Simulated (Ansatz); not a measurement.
Where the default PAW files enter, the runs use the earlier of Ansatz's two default sets.

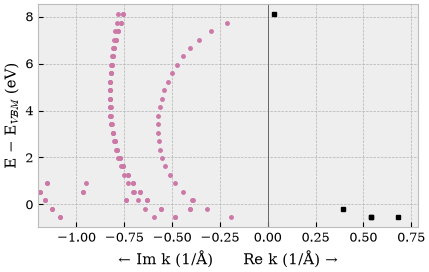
Figure: Complex bands at the centre of the two-dimensional zone; r2SCAN (Ansatz, a quantum-chemistry and plane-wave program)

The gap is the functional's own. No spin-orbit coupling. Mid-gap values are interpolated on the energy grid.

### Question
This is MgF2 (P4_2/mnm, rutile, 6 atoms a cell, 10.8 Å³ an atom) along the normal of (001). Read off the slowest decay at the centre of the two-dimensional zone at 4.14 eV, the computed energy nearest the middle of the gap.

### Answer
κ ≈ 0.56 1/Å, a decay length 1/(2κ) of the density of 0.89 Å.
